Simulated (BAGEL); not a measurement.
# NSF3 (thiazyl trifluoride) at HF/3-21G (density fitting with cc-pvqz-jkfit)

Aim: the energy change on altering one bond length of NSF3 (thiazyl trifluoride) at HF/3-21G (density fitting with cc-pvqz-jkfit), from 2 runs. 

Program for the calculation: BAGEL 1.2.2.

8 further runs of the same task are left out: 7 that didn't finish, 1 set aside as unsound or not needed.

## 1. The system as given

NSF3 has 5 atoms, charge 0, and is taken as a singlet. As SMILES, `N#S(F)(F)F`. The shape is that of a PBE0-D4/def2-TZVP optimisation.

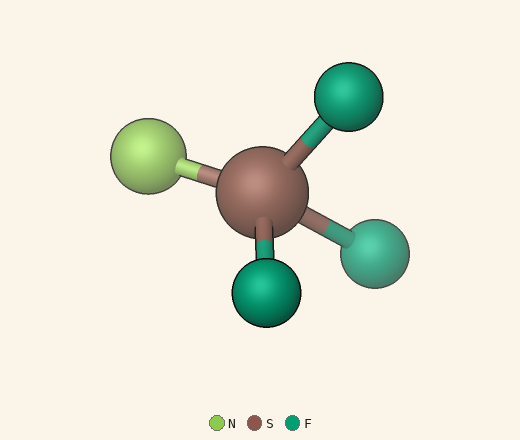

Viewed from a chosen angle; nitrogen green, sulfur brown, fluorine teal.

## 2. The energy at HF/3-21G (density fitting with cc-pvqz-jkfit)

The input, job.json:

```json
{ "bagel": [

{
  "title": "molecule",
  "basis": "3-21g",
  "df_basis": "cc-pvqz-jkfit",
  "angstrom": true,
  "geometry": [
    { "atom": "N", "xyz": [   -0.349630,   -0.004150,    1.591380 ] },
    { "atom": "S", "xyz": [   -0.047340,   -0.000560,    0.215490 ] },
    { "atom": "F", "xyz": [    1.023370,   -0.939300,   -0.408980 ] },
    { "atom": "F", "xyz": [   -1.108620,   -0.317610,   -0.875740 ] },
    { "atom": "F", "xyz": [    0.482210,    1.261610,   -0.522150 ] }
  ]
},
{
  "title": "hf",
  "charge": 0
},
{
  "title": "print",
  "file": "orbitals.molden",
  "orbitals": true
}

]}
```

The run is started by

```console
$ BAGEL_NUM_THREADS=1 BAGEL job.json > job.out
```

The program printed:

```text
* using 1 threads per process

  ===============================================================
  ===============================================================

  *** Geometry ***

  { "atom" : "N", "xyz" : [     -0.660705,     -0.007842,      3.007272 ] },
  { "atom" : "S", "xyz" : [     -0.089460,     -0.001058,      0.407217 ] },
  { "atom" : "F", "xyz" : [      1.933889,     -1.775020,     -0.772860 ] },
  { "atom" : "F", "xyz" : [     -2.094988,     -0.600196,     -1.654909 ] },
  { "atom" : "F", "xyz" : [      0.911245,      2.384097,     -0.986720 ] },

  Number of auxiliary basis functions:      572

  Since a DF basis is specified, we compute 2- and 3-index integrals:
    o Being stored without compression. Storage requirement is 0.011 GB

  Number of basis functions:       49
  Number of electrons      :       50

    * METHOD: MOLECULE                             0.22

  *** RHF ***

  === Nuclear Repulsion ===
   284.2267288994

      * DIIS with orbital gradients will be used.

  === RHF iteration (3-21g) ===
      0       -745.72414672          0.03600319           0.05
      1       -745.88545700          0.02613160           0.04
      2       -746.03930423          0.00540653           0.04
      3       -746.04548979          0.00077144           0.04
      4       -746.04586392          0.00018388           0.04
      5       -746.04589079          0.00004214           0.04
      6       -746.04589232          0.00001236           0.04
      7       -746.04589246          0.00000331           0.04
      8       -746.04589247          0.00000045           0.04
      9       -746.04589247          0.00000014           0.04
     10       -746.04589247          0.00000006           0.05
     11       -746.04589247          0.00000002           0.05
     12       -746.04589247          0.00000001           0.05
     13       -746.04589247          0.00000000           0.05
    * SCF iteration converged.

    * Permanent dipole moment:
           (   -0.126776,    -0.001514,     0.576974) a.u.

    * METHOD: HF                                   0.73

    * METHOD: PRINT                                0.00

  ===============================================================
```

Wall time 1.1 s (1 thread of Arm Neoverse V2, shared host); peak memory 0.084 GiB.

## 3. The distorted shape

The input, job.json:

```json
{ "bagel": [

{
  "title": "molecule",
  "basis": "3-21g",
  "df_basis": "cc-pvqz-jkfit",
  "angstrom": "true",
  "geometry": [
    { "atom": "N", "xyz": [      -0.985088,      -1.518749,       2.476545 ] },
    { "atom": "S", "xyz": [      -0.682798,      -1.515159,       1.100655 ] },
    { "atom": "F", "xyz": [       0.387912,      -2.453899,       0.476185 ] },
    { "atom": "F", "xyz": [      -1.744078,      -1.832209,       0.009425 ] },
    { "atom": "F", "xyz": [       0.482210,       1.261610,      -0.522150 ] }
  ]
},

{ "title": "hf" },

{ "title": "print", "file": "orbitals.molden", "orbitals": "true" }

]}
```

The run is started by

```console
$ BAGEL_NUM_THREADS=1 BAGEL job.json > job.out
```

The program printed:

```text
* using 1 threads per process

  ===============================================================
  ===============================================================

  *** Geometry ***

  { "atom" : "N", "xyz" : [     -1.861547,     -2.870020,      4.679992 ] },
  { "atom" : "S", "xyz" : [     -1.290301,     -2.863236,      2.079937 ] },
  { "atom" : "F", "xyz" : [      0.733047,     -4.637197,      0.899859 ] },
  { "atom" : "F", "xyz" : [     -3.295830,     -3.462373,      0.017811 ] },
  { "atom" : "F", "xyz" : [      0.911245,      2.384097,     -0.986720 ] },

  Number of auxiliary basis functions:      572

  Since a DF basis is specified, we compute 2- and 3-index integrals:
    o Being stored without compression. Storage requirement is 0.011 GB

  Number of basis functions:       49
  Number of electrons      :       50

    * METHOD: MOLECULE                             0.21

  *** RHF ***

  === Nuclear Repulsion ===
   236.8458270140

      * DIIS with orbital gradients will be used.

  === RHF iteration (3-21g) ===
      0       -745.37763235          0.03754888           0.05
      1       -737.06452831          0.14659526           0.05
      2       -745.64783169          0.02223567           0.05
      3       -745.06743515          0.03955108           0.05
      4       -745.75538054          0.00869891           0.05
      5       -745.80644700          0.00195143           0.05
      6       -745.80509801          0.00503593           0.05
      7       -745.80647549          0.00470737           0.05
      8       -745.80617067          0.00481169           0.05
      9       -745.80945209          0.00341956           0.05
     10       -745.81296167          0.00284826           0.05
     11       -745.81609719          0.00056756           0.05
     12       -745.81666364          0.00049588           0.05
     13       -745.81708513          0.00045244           0.05
     14       -745.81813140          0.00064291           0.05
     15       -745.81884552          0.00037498           0.05
     16       -745.81897877          0.00131200           0.05
     17       -745.81927612          0.00104466           0.05
     18       -745.81936904          0.00116426           0.05
     19       -745.81956658          0.00059203           0.05
     20       -745.81975984          0.00061896           0.05
     21       -745.81987891          0.00006009           0.05
     22       -745.81990615          0.00006374           0.05
     23       -745.81991244          0.00009365           0.05
     24       -745.81991899          0.00000836           0.05
     25       -745.81991958          0.00001111           0.05
     26       -745.81991964          0.00000347           0.04
     27       -745.81991973          0.00000151           0.04
     28       -745.81991974          0.00000095           0.04
     29       -745.81991974          0.00000044           0.04
     30       -745.81991974          0.00000031           0.04
     31       -745.81991974          0.00000016           0.05
     32       -745.81991974          0.00000010           0.05
     33       -745.81991974          0.00000005           0.05
     34       -745.81991974          0.00000001           0.05
     35       -745.81991974          0.00000001           0.05
     36       -745.81991974          0.00000001           0.05
    * SCF iteration converged.

    * Permanent dipole moment:
           (    0.781863,     2.025541,    -0.873405) a.u.

    * METHOD: HF                                   1.91

    * METHOD: PRINT                                0.00

  ===============================================================
```

It took 2.3 s on 1 thread of Arm Neoverse V2, shared host; peak memory 0.084 GiB.

## 4. Outcome

Level: HF/3-21G (density fitting with cc-pvqz-jkfit).

```
                                                         quantity          value
                                        first shape: total energy  -746.04589 Eh
                                       first shape: dipole moment         1.50 D
                                         first shape: HOMO energy      -12.88 eV
                                         first shape: LUMO energy        3.23 eV
                                       first shape: HOMO–LUMO gap       16.11 eV
                                    distorted shape: total energy  -745.81992 Eh
                                   distorted shape: dipole moment         5.95 D
                                     distorted shape: HOMO energy       -8.68 eV
                                     distorted shape: LUMO energy       -4.14 eV
                                   distorted shape: HOMO–LUMO gap        4.54 eV
energy change with the S2–F5 bond stretched from 1.555 to 3.421 Å       6.149 eV
```

One bond (distorted shape) is far stretched, which a spin-restricted single reference describes badly; a broken-symmetry solution may lie lower. With the S2–F5 bond stretched from 1.555 to 3.421 Å the energy rises by 6.15 eV (593 kJ/mol). The first shape isn't relaxed at this level, so the change isn't measured from a minimum. A restricted reference can't describe the breaking bond well at this length.
